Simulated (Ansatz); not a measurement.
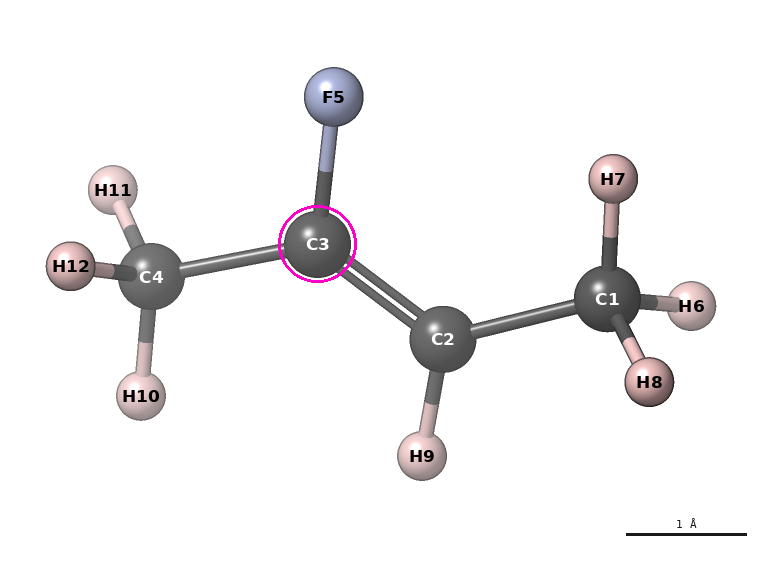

Orthographic view. Distant atoms are faded towards the background colour. Computed geometry: PBE0-D4/def2-TZVP optimisation.

Name the neighbours of the circled atom.

The circled atom is C3; it is bonded to C2, C4, F5.

Of C1 and H6, which is nearer the viewer?

C1; the bond to H6 points away from the viewer, so it looks shorter than its 1.09 Å.

What is the shortest path along bonds from the circled atom to H8?

C3–C2–C1–H8, 3 bonds; through space the two are 3.22 Å apart.
